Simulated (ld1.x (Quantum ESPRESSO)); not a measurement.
**Pseudopotential generation: B (part 2 of 2)**

The same run, continued: boron (B, Z = 5), core [He], reference valence 2s2 2p0 (an ion of charge +1), valence charge 3. Method: RRKJ potential, LDA (PZ), scalar-relativistic, made with ld1.x (Quantum ESPRESSO) 7.5.

**Output of the test run (extracts), continued**
```
     ---------------------- Testing the pseudopotential ----------------------

     B
     scalar relativistic calculation

     atomic number is  5.00   valence charge is  3.00
     dft =PZ   lsd =0 sic =0 latt =0  beta=0.20 tr2=1.0E-14
     mesh =1059 r(mesh) = 101.04461 xmin = -7.00 dx = 0.01250

     n l     nl             e AE (Ry)        e PS (Ry)    De AE-PS (Ry)
     1 0     2S   1( 2.00)       -0.51533       -0.51509       -0.00024
     2 1     2P   1( 1.30)       -0.10988       -0.11051        0.00064

     eps = 5.6E-15  iter = 14

     Etot =     -48.757886 Ry,     -24.378943 Ha,    -663.384841 eV
     Etotps =    -5.225284 Ry,      -2.612642 Ha,     -71.093616 eV
     dEtot_ae =      -0.668761 Ry
     dEtot_ps =      -0.670599 Ry,   Delta E=       0.001838 Ry

     Ekin =       2.814403 Ry,       1.407202 Ha,      38.291904 eV
     Encl =     -11.598264 Ry,      -5.799132 Ha,    -157.802420 eV
     Ehrt =       4.560975 Ry,       2.280488 Ha,      62.055230 eV
     Ecxc =      -1.679193 Ry,      -0.839596 Ha,     -22.846580 eV
     Epseu=       0.676794 Ry,       0.338397 Ha,       9.208250 eV

     ---------------------- End of pseudopotential test ----------------------

     ---------------------- Testing the pseudopotential ----------------------

     B
     scalar relativistic calculation

     atomic number is  5.00   valence charge is  3.00
     dft =PZ   lsd =1 sic =0 latt =0  beta=0.20 tr2=1.0E-14
     mesh =1059 r(mesh) = 101.04461 xmin = -7.00 dx = 0.01250

     n l     nl             e AE (Ry)        e PS (Ry)    De AE-PS (Ry)
     1 0     2S   1( 1.00)       -0.71900       -0.72157        0.00256
     2 1     2P   1( 1.00)       -0.29951       -0.30334        0.00383
     1 0     2S   2( 1.00)       -0.64200       -0.63660       -0.00540  !
     2 1     2P   2( 0.00)       -0.23024       -0.22572       -0.00452

     eps = 8.5E-15  iter = 26

     Etot =     -48.718390 Ry,     -24.359195 Ha,    -662.847470 eV
     Etotps =    -5.187597 Ry,      -2.593798 Ha,     -70.580850 eV
     dEtot_ae =      -0.629265 Ry
     dEtot_ps =      -0.632912 Ry,   Delta E=       0.003647 Ry

     Ekin =       2.699297 Ry,       1.349648 Ha,      36.725801 eV
     Encl =     -11.019547 Ry,      -5.509774 Ha,    -149.928576 eV
     Ehrt =       4.011484 Ry,       2.005742 Ha,      54.579017 eV
     Ecxc =      -1.590759 Ry,      -0.795380 Ha,     -21.643381 eV
     Epseu=       0.711929 Ry,       0.355965 Ha,       9.686288 eV

     ---------------------- End of pseudopotential test ----------------------

     ---------------------- Testing the pseudopotential ----------------------

     B
     scalar relativistic calculation

     atomic number is  5.00   valence charge is  3.00
     dft =PZ   lsd =1 sic =0 latt =0  beta=0.20 tr2=1.0E-14
     mesh =1059 r(mesh) = 101.04461 xmin = -7.00 dx = 0.01250

     n l     nl             e AE (Ry)        e PS (Ry)    De AE-PS (Ry)
     1 0     2S   1( 1.00)       -2.37896       -2.37479       -0.00416
     2 1     2P   1( 0.00)       -1.94657       -1.94436       -0.00221
     1 0     2S   2( 0.00)       -2.09168       -1.99209       -0.09959  !
     2 1     2P   2( 0.00)       -1.68047       -1.55763       -0.12285  !

     eps = 9.7E-17  iter =  7

     Etot =     -46.282797 Ry,     -23.141398 Ha,    -629.709529 eV
     Etotps =    -2.759405 Ry,      -1.379703 Ha,     -37.543621 eV
     dEtot_ae =       1.806329 Ry
     dEtot_ps =       1.795280 Ry,   Delta E=       0.011049 Ry

     Ekin =       0.875928 Ry,       0.437964 Ha,      11.917612 eV
     Encl =      -4.299736 Ry,      -2.149868 Ha,     -58.500895 eV
     Ehrt =       0.550147 Ry,       0.275074 Ha,       7.485135 eV
     Ecxc =      -0.520366 Ry,      -0.260183 Ha,      -7.079944 eV
     Epseu=       0.634622 Ry,       0.317311 Ha,       8.634471 eV

     ---------------------- End of pseudopotential test ----------------------
```

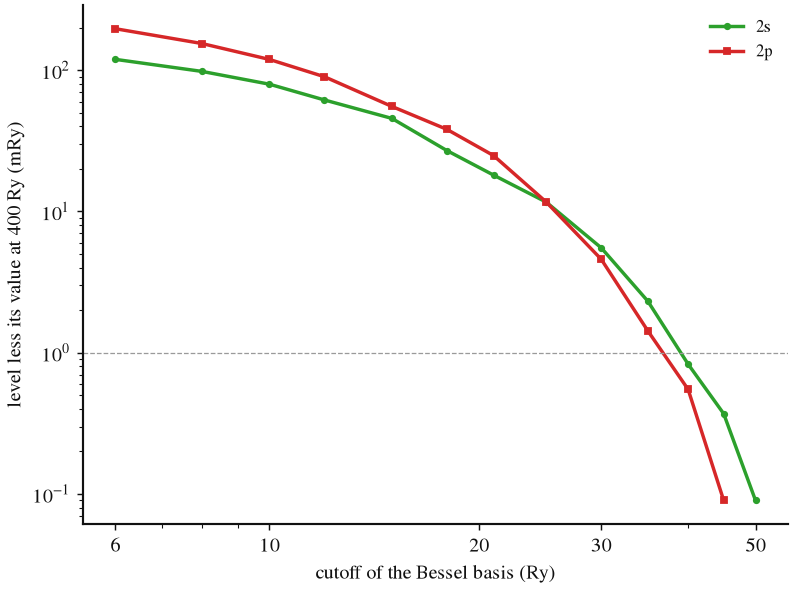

Figure 1. The pseudo-atom Hamiltonian at the reference potential is diagonalised in spherical Bessel functions (20 bohr box) up to the cutoff. Curves: distance of each valence level from its value at 400 Ry.

- Cutoffs from which each level stays within 1 mRy: 2s: 40 Ry; 2p: 40 Ry.
- Cutoffs for 10 and 1 mRy in the occupation-weighted sum of levels: 35 Ry and 45 Ry, on the ladder of cutoffs that was run.

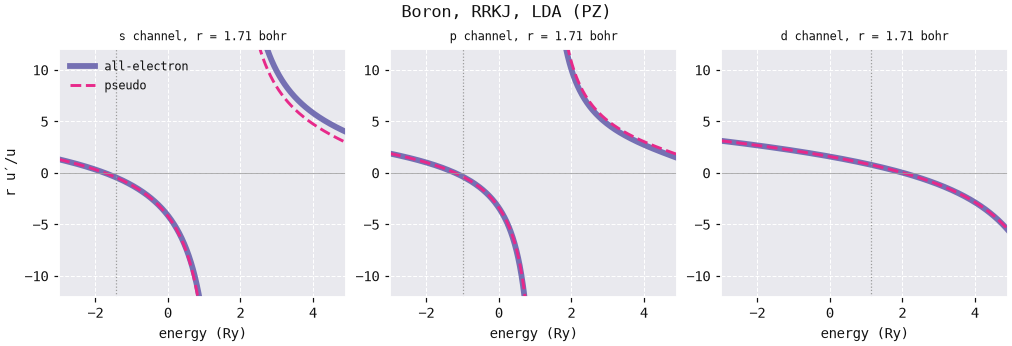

Figure 2. Logarithmic derivatives r u′/u at the test radius against energy, all-electron atom (solid) and pseudo-atom (dashed). Here u = r R(r). The dotted line marks the reference energy of the channel.

- Ghost states: the plot shows none: pseudo and all-electron curves have the same branches in all channels drawn. The separate test gives: no ghost state below the valence levels in the s, p, d, f channels.
- Zeros of the logarithmic derivative: s: all-electron -1.7 Ry, pseudo -1.7 Ry; p: all-electron -1.2 Ry, pseudo -1.2 Ry; d: all-electron 2.0 Ry, pseudo 2.0 Ry.

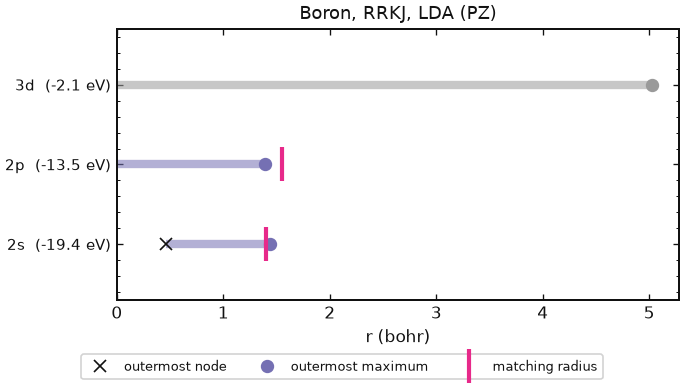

Figure 3. Outer shells of the all-electron reference atom: each bar runs from the outermost node (or the nucleus) to the outermost maximum of u(r); the tick is the radius chosen for the pseudo-wave. Shells without a tick have no pseudo-wave of their own. Levels, nodes and maxima are from ld1.x, scalar-relativistic.

- Radii against the shells: 2s: 1.40 bohr, between node and maximum; 2p: 1.55 bohr, outside the maximum.

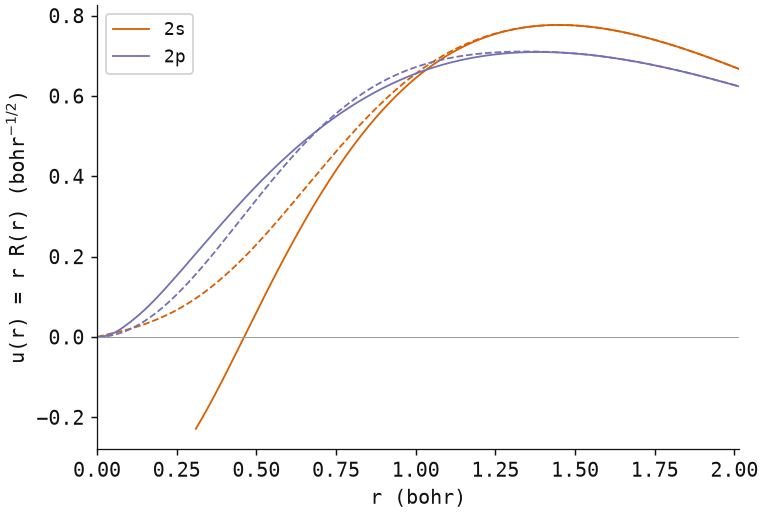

Figure 4. Pseudo-waves (dashed) against the all-electron radial functions (solid). The innermost oscillations of some all-electron curves aren't drawn. Reference configuration 2s2 2p0.

- Matching radii: 2s at 1.40 bohr; 2p at 1.55 bohr. The curves merge smoothly, so the plot gives these only roughly.
- Nodes of the pseudo-waves: 2s has no node; 2p has no node.

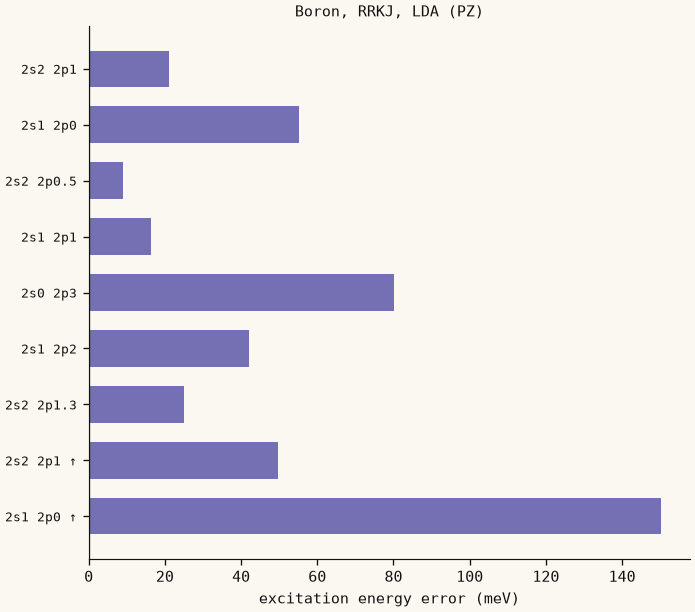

Figure 5. Errors, all-electron minus pseudo, of the energies of valence configurations relative to the unpolarised reference 2s2 2p0. An arrow marks spin-polarised runs filled by Hund’s rule.

- Worst configuration: 2s1 2p0 ↑ (charge +2): the error is +150 meV on an all-electron energy of +24.58 eV relative to the reference, or 0.61 %.
- Errors in meV: 2s2 2p1: +21; 2s1 2p0: +55; 2s2 2p0.5: +9.1; 2s1 2p1: +16; 2s0 2p3: +80; 2s1 2p2: +42; 2s2 2p1.3: +25; 2s2 2p1 ↑: +50; 2s1 2p0 ↑: +150.
- Configurations within 10 meV and within 50 meV: 1 and 6 of 9.

**Results in brief**

- outcome: generated
- cutoffs needed: 35 Ry and 45 Ry (the cutoffs, on a coarse ladder, from which the occupation-weighted sum of valence levels, in a spherical-Bessel basis at the reference potential, stays within 10 and 1 mRy of its value at 400 Ry); ghost states and empty shells don't enter this sum
- ghost test: no ghost state below the valence levels in the s, p, d, f channels (spherical-Bessel basis up to 400 Ry, 20 bohr box)
- largest excitation error: +80 meV (all-electron minus pseudo) for 2s0 2p3, out of 7 test configurations
- range over which the phases arctan(r u′/u) at the test radius agree within 0.05 rad (a looser test near the poles than one of phase shifts): s: up to about 4.4 Ry; p: up to about 4.4 Ry; d: over the whole range computed
- wall time: 0.67 s
